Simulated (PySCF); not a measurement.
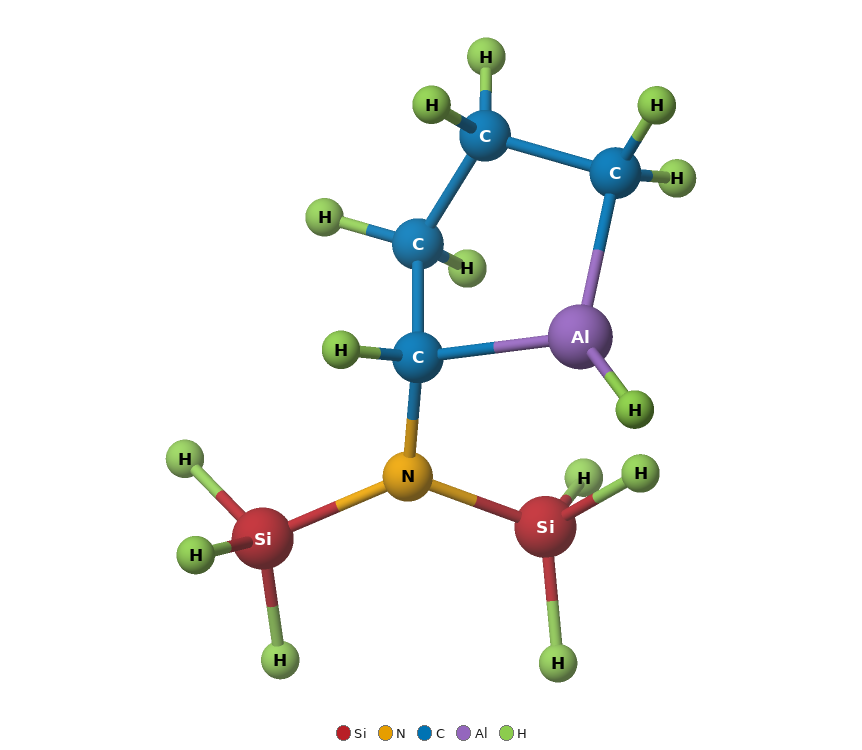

Computed geometry: PBE0-D3(BJ)/def2-SVP optimisation. No frequency run is at hand to confirm it as a minimum.

What is the molecular formula?

Answer. C₄H₁₄AlNSi₂, 22 atoms: 4 carbon, 14 hydrogen, 1 aluminium, 1 nitrogen and 2 silicon.

How many bonds of each kind are drawn?

Answer. 7 C–H, 6 Si–H, 3 C–C, 2 N–Si, 2 C–Al, 1 C–N, 1 Al–H.

Name functional groups in it.

Answer. Among them: Si–H bond, Si–N bond.

What is its SMILES?

Answer. [SiH3]N([SiH3])[C@@H]1CC[CH2][AlH]1

Which point group does it belong to?

Answer. C1.

More results for the same structure follow; atom numbers are the same in all pictures, views and colours differ.

### Shape

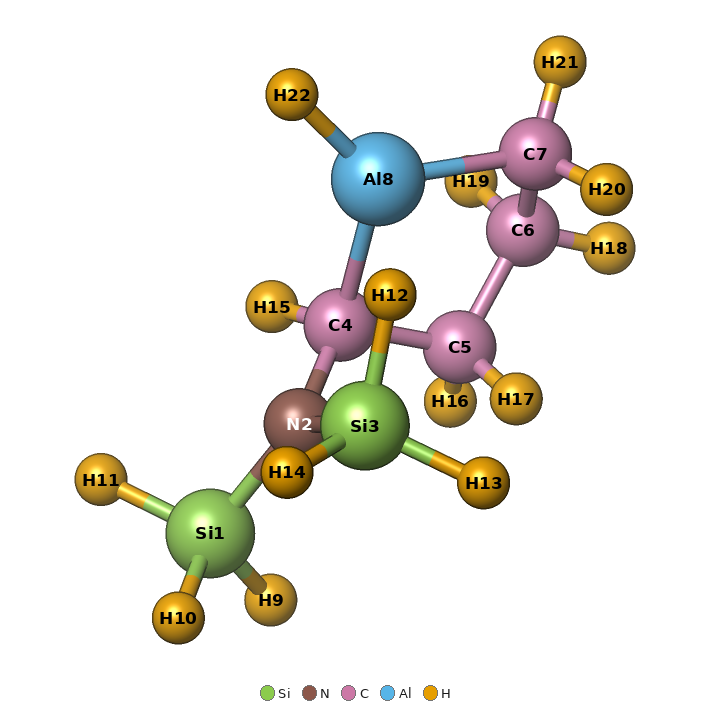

No frequency run is at hand to confirm it as a minimum.

How are the neighbours of atom 7 arranged?

Answer. C7 has 4 neighbours (C6 at 1.54, Al8 at 1.97, H20 at 1.11, H21 at 1.10 Å); the arrangement is tetrahedral.

What is the geometry at N2?

Answer. N2 has 3 neighbours (Si1 at 1.74, Si3 at 1.72, C4 at 1.48 Å); the arrangement is trigonal planar.

How are the neighbours of atom 1 arranged?

Answer. Si1 has 4 neighbours (N2 at 1.74, H9 at 1.50, H10 at 1.50, H11 at 1.50 Å); the arrangement is tetrahedral.

Describe the coordination of atom 3.

Answer. Si3 has 4 neighbours (N2 at 1.72, H12 at 1.53, H13 at 1.50, H14 at 1.49 Å); the arrangement is tetrahedral.

Which bond is the longest?

Answer. C4–Al8, 2.009 Å.

What is the dihedral angle C4–C5–C6–C7?

Answer. 54° in size, that is gauche.

### Electronic properties

No frequency run is at hand to confirm it as a minimum. Level of theory: B3LYP/def2-SVPD, gas phase (PySCF 2.14.0). Excitations: vertical, linear response.

What is the brightest of the 10 lowest singlets?

Answer. 6.03 eV.

What is the mean static polarisability?

Answer. 135.2 bohr³.

Estimate the HOMO energy (Kohn–Sham orbital).

Answer. −6.12 eV.

What is the dipole moment?

Answer. 0.70 D.

### Charges

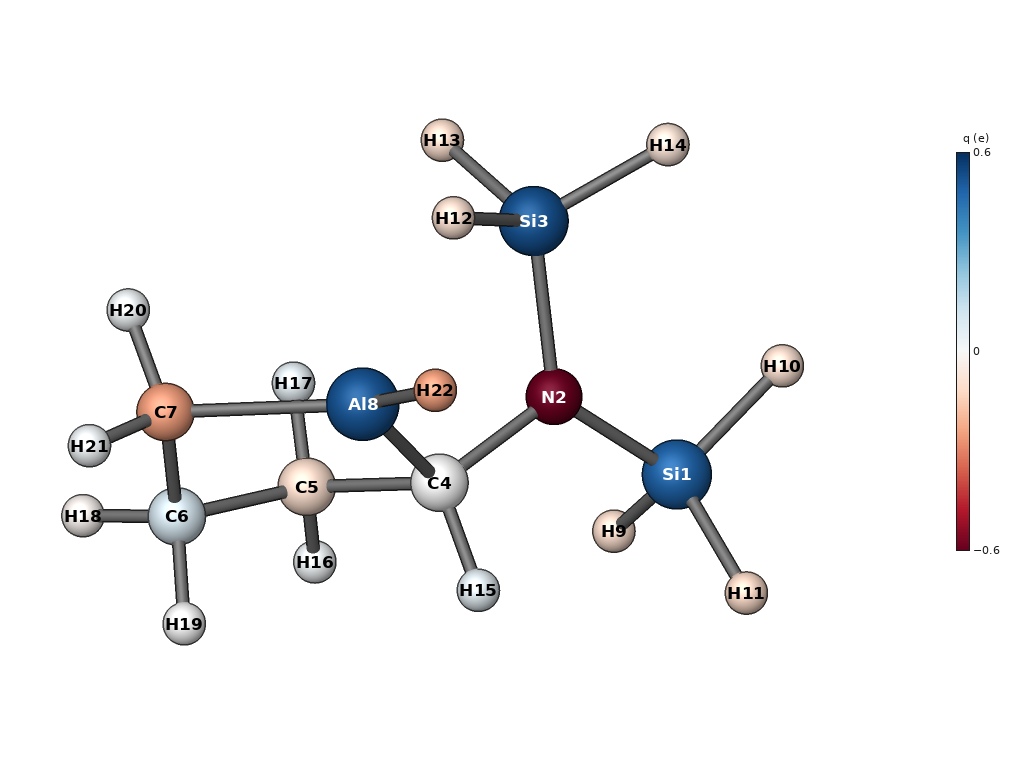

Atoms are coloured by their ESP-fitted charges. No frequency run is at hand to confirm it as a minimum. Properties computed with PBE0/pcSseg-1, gas phase (PySCF 2.14.0).

Give the ESP-fitted charges atom by atom.

```csv
atom,value (e)
Si1,0.48
N2,−0.59
Si3,0.52
C4,0.00
C5,−0.10
C6,0.10
C7,−0.25
Al8,0.52
H9,−0.10
H10,−0.09
H11,−0.11
H12,−0.09
H13,−0.10
H14,−0.08
H15,0.06
H16,0.02
H17,0.05
H18,−0.02
H19,0.00
H20,0.02
H21,0.02
H22,−0.25
```

### NMR shielding

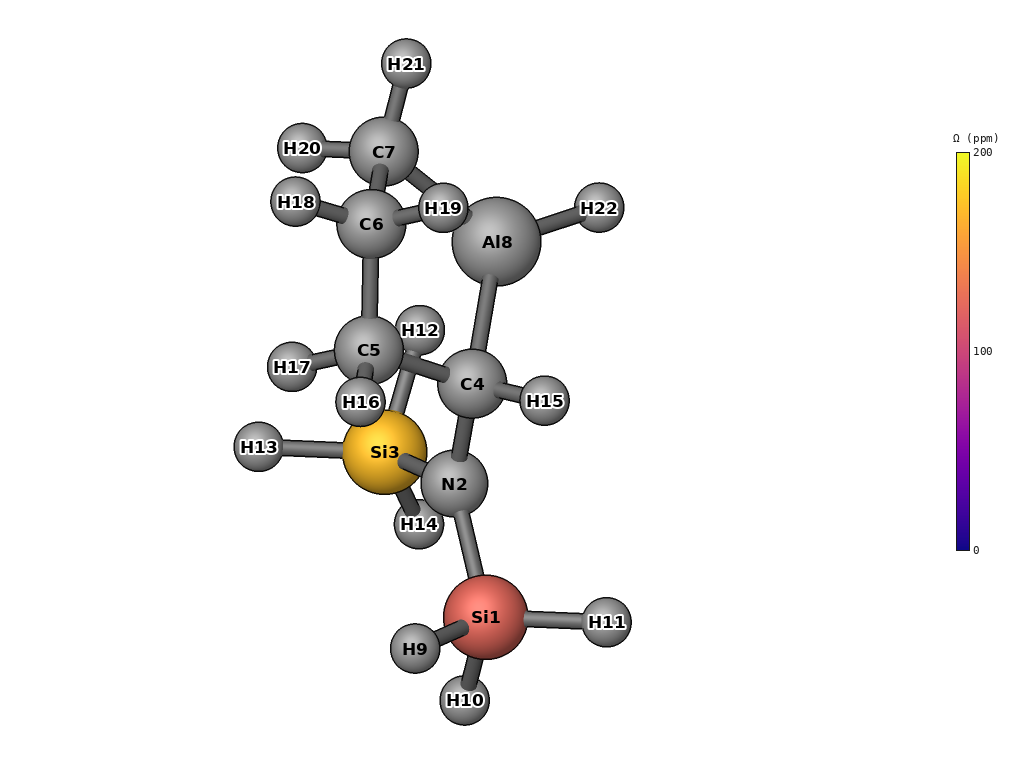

The Si atoms are coloured by the span of their shielding tensor. No frequency run is at hand to confirm it as a minimum. Method: GIAO PBE0/pcSseg-1 NMR shielding, non-relativistic, gas phase (PySCF 2.14.0). Principal shieldings σ11 ≤ σ22 ≤ σ33, span Ω = σ33 − σ11, skew κ = 3(σiso − σ22)/Ω.

Which Si atom has the most anisotropic shielding?

Answer. Si3, with a span of 173 ppm.

Give the shielding tensors of the Si atoms.

| atom | σ11 | σ22 | σ33 | σiso | Ω | κ |
| --- | --- | --- | --- | --- | --- | --- |
| Si1 | 353.7 | 385.1 | 477.5 | 405.4 | 123.8 | 0.49 |
| Si3 | 295.8 | 351.3 | 468.4 | 371.8 | 172.6 | 0.36 |

Shieldings and span in ppm.

### Quadrupole coupling

No frequency run is at hand to confirm it as a minimum. Electric field gradients from the ground-state density, PBE0/pcSseg-1 (PySCF 2.14.0), non-relativistic apart from any core potentials.

Give the largest field-gradient component, the quadrupole coupling constant and the asymmetry for 14N at N2 (Q = 20.44 mb), 27Al at Al8 (Q = 146.6 mb).

| atom | V_zz (a.u.) | e²qQ/h (MHz) | η |
| --- | --- | --- | --- |
| N2 | −0.820 | −3.94 | 0.49 |
| Al8 | 1.331 | 45.9 | 0.26 |
